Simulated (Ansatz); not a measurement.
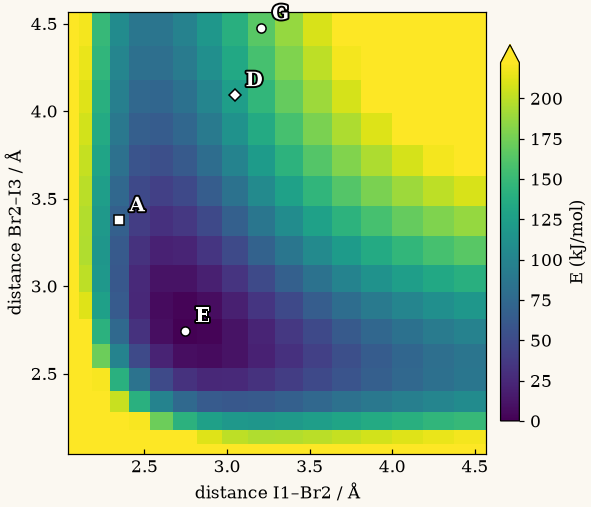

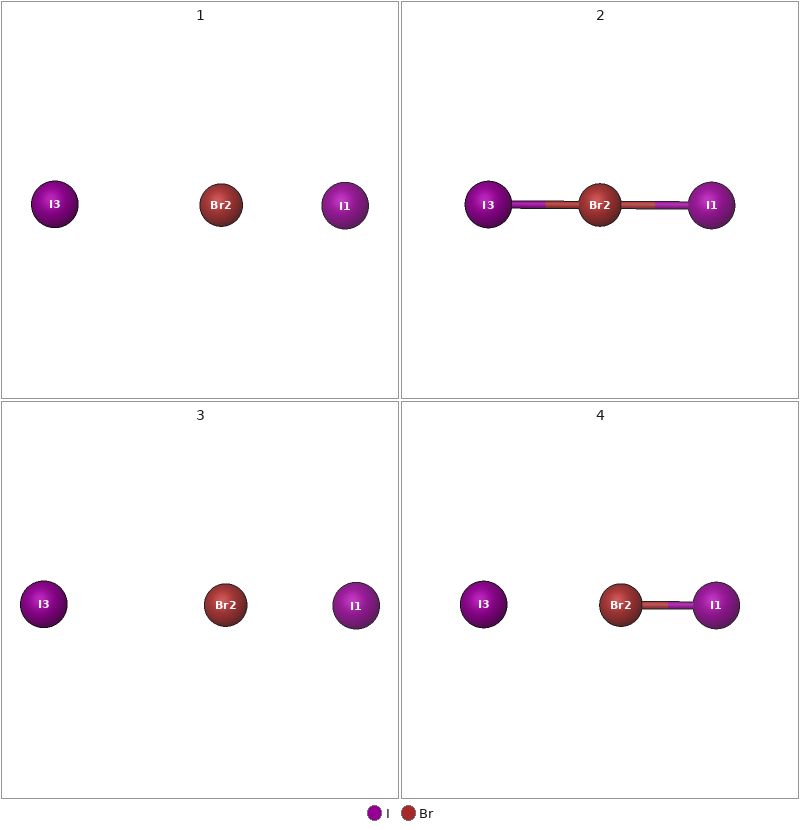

The system I⁻ + BrI. 
- First axis: distance I1–Br2. Second axis: distance Br2–I3.
- Nothing is relaxed (the angle I1–Br2–I3 is fixed at 180 degrees).
- Grid: 17 × 17 points; 153 points were computed and 136 follow by symmetry.
- Energies: kJ/mol, counted from the lowest grid point.
- The reference is spin-restricted, so regions where a bond is pulled apart into radicals lie too high.
- These are results of RKS PBE0-D4/def2-TZVPD (Ansatz), not measurements.

Drawn: one coloured cell a grid point, one colour for all values above the top of the scale, lettered points. The numbered pictures are the structures at these points, in random order.

Which structure belongs to which point?

Answer. A is structure 4: distance I1–Br2 = 2.344 Å, distance Br2–I3 = 3.375 Å, 68 kJ/mol; D is structure 1: distance I1–Br2 = 3.047 Å, distance Br2–I3 = 4.090 Å, 123 kJ/mol; E is structure 2: distance I1–Br2 = 2.743 Å, distance Br2–I3 = 2.743 Å, 0 kJ/mol; G is structure 3: distance I1–Br2 = 3.208 Å, distance Br2–I3 = 4.472 Å, 164 kJ/mol.
